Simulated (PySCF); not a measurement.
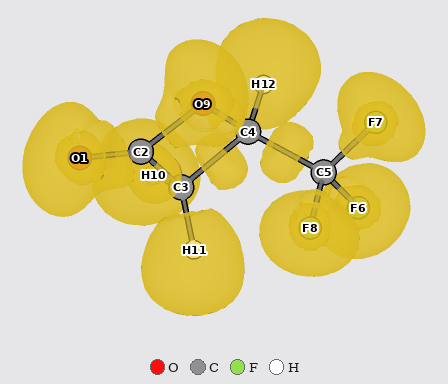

The picture shows: C4H3F3O2 (SMILES O=C1C[C@H](C(F)(F)F)O1). Isosurface of the electron localisation function at 0.75 (yellow), seen at an oblique angle. Core shells and regions of very low density are left out.

Geometry: GFN2-xTB.

These are results of PBE0/pcSseg-1, SCF density, gas phase, non-relativistic (PySCF), not measurements.

Input

```
{"job": {"kind": "nmr", "xc": "PBE0", "basis": "pcSseg-1"}, "charge": 0, "multiplicity": 1}
O     -2.310603     1.515043     0.849279
C     -1.445373     0.895627     0.340412
C     -1.012747    -0.562096     0.267889
C      0.095722     0.006132    -0.629057
C      1.510244    -0.119056    -0.062926
F      1.889435    -1.407005    -0.055029
F      2.409737     0.548615    -0.783166
F      1.592186     0.317918     1.194600
O     -0.427457     1.327373    -0.470696
H     -1.722016    -1.228963    -0.214472
H     -0.686443    -0.987580     1.214337
H      0.108514    -0.306694    -1.677198
```

Run with:

```sh
OMP_NUM_THREADS=1 python probes_run.py task.json out
```

Q: Identify the bonds, lone pairs and shells in this picture.

A: The ELF exceeds this value in three regions between bonded C–C atoms (shared pairs), three regions around hydrogen nuclei, three regions on F in which the atom's valence shell and bonds are merged and two regions on O in which the atom's valence shell and bonds are merged. Profiles from the grid: C–O (1.18 Å): the ELF peaks at about 0.85 between the atoms; a multiple bond. C–F (1.33 Å): the ELF peaks at about 0.85 between the atoms, as expected for a shared but strongly polarised pair.
